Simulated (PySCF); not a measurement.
C$_{3}$H$_{7}$Br, SMILES `Br.C1CC1`.

Method: HF/def2-SVP; geometry: GFN2-xTB; program: PySCF. The pair's geometry is semi-empirical, so its contact may be too short or too long. GFN2-xTB bond lengths at metals and heavier atoms can be off by up to 0.1 Å and shapes distorted, which carries into these values. Without diffuse functions Rydberg states are missing, so the states' numbers hold for this basis only.

Geometry (Å), atoms numbered from 1:

```
Br1     -1.6590    0.0002    0.0000
H2      -0.2516   -0.0054    0.0064
C3       1.9965    0.7523   -0.0006
C4       1.9968   -0.7502   -0.0006
C5       3.2910   -0.0006    0.0008
H6       1.7115    1.2699   -0.9053
H7       1.7178    1.2605    0.9042
H8       1.7061   -1.2772   -0.9054
H9       1.7124   -1.2680    0.9042
H10      3.8809    0.0013    0.9024
H11      3.8806    0.0016   -0.9042
```

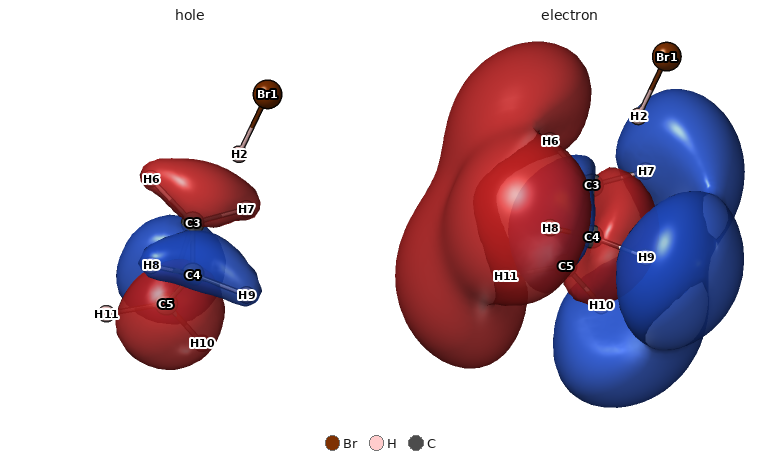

Leading natural transition orbital pair of S₃ (CIS singlet states); the surfaces enclose about 78 % of each orbital's density.

### Where does the state lie, and where do hole and electron sit?

10.45 eV (119 nm), f = 0.000 (very weak), partly diffuse acceptor orbital, which a basis without diffuse functions describes poorly; the leading pair carries 98 %; hole on C5 (40 %) and C3 and C4 (21 % each), electron on C5 (16 %), H10 and H11 (12 % each) and C3 and C4 (12 % each) (atom shares of so diffuse an orbital are rough); their centroids lie 0.1 Å apart; S₄ lies within 0.1 eV of it. In canonical orbitals it is mainly HOMO−3 → LUMO+2 (84 %). The HOMO–LUMO gap is 16.19 eV.
